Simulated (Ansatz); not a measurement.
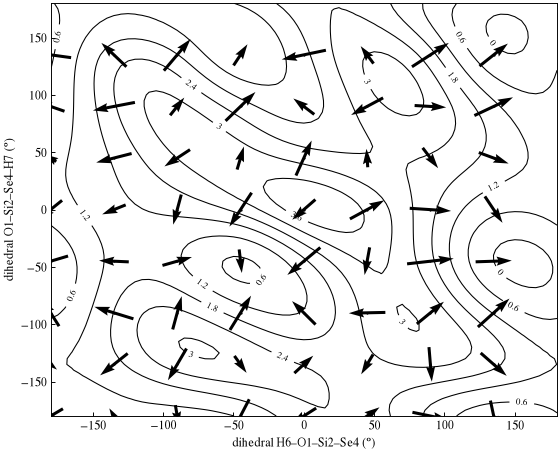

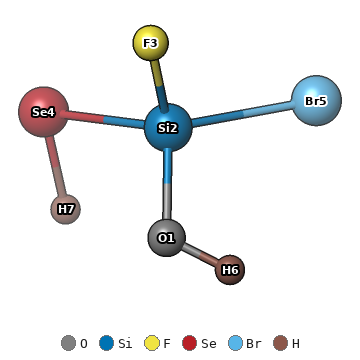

Energy landscape of BrFH₂OSeSi, SMILES O[Si](F)([SeH])Br. Coordinates scanned: (1) dihedral H6–O1–Si2–Se4; (2) dihedral O1–Si2–Se4–H7. Nothing is relaxed (all other coordinates rigid). The grid has 8 × 8 points. Points are written as (first, second). Energies are in kcal/mol, from the lowest grid point. Computed with RKS PBE-D4/def2-SVP in Ansatz 0.2.0.

The picture shows contour lines labelled in kcal/mol (none above 4.2), dots at the grid points, arrows along the force (downhill), their lengths compressed. Between grid points the surface is interpolated. The second picture is the structure at the lowest point.

**Summarise what can be read from the map.**

The lowest grid point is at (135°, −45°). The bottom of the well lies between grid points, at about (155°, −45°), about 0.23 kcal/mol lower on the interpolated surface. Higher local minima lie near (135°, 135°) (0.14 kcal/mol above the lowest at that grid point); (−45°, −45°) (0.53 kcal/mol above the lowest at that grid point); (−45°, 135°) (0.72 kcal/mol above the lowest at that grid point). The highest grid point, (0°, 0°), lies 3.95 kcal/mol above the lowest. On the interpolated surface the easiest way out of the lowest well to the well at about (145°, 155°) passes a barrier of about 1.3 kcal/mol, counted from the interpolated bottom of the well. Round the minimum the valley is somewhat tilted: raising dihedral H6–O1–Si2–Se4 shifts the best value of dihedral O1–Si2–Se4–H7 downwards (coupling k₁₂/√(k₁₁k₂₂) about 0.3).

Grid values (kcal/mol):

```tsv
dihedral O1–Si2–Se4–H7 ↓, dihedral H6–O1–Si2–Se4 →	−180	−135	−90	−45	0	45	90	135
135	0.52	2.09	1.82	0.72	1.64	3.01	2.01	0.14
90	0.82	2.34	3.13	2.05	1.56	2.71	2.89	1.33
45	1.10	1.88	3.01	3.28	2.77	2.44	2.35	1.59
0	0.86	1.59	1.96	2.61	3.95	3.50	1.95	0.74
−45	0.08	1.37	1.27	0.53	1.69	3.07	1.94	0.00
−90	0.50	1.81	2.51	1.51	1.24	2.57	2.78	1.16
−135	1.20	1.64	2.66	2.86	2.37	2.28	2.49	1.91
−180	0.56	1.07	1.03	1.26	2.22	2.16	1.05	0.22
```

Time for the 64 points that were run: 12 min on 1 thread of Arm Neoverse V2 (shared host).
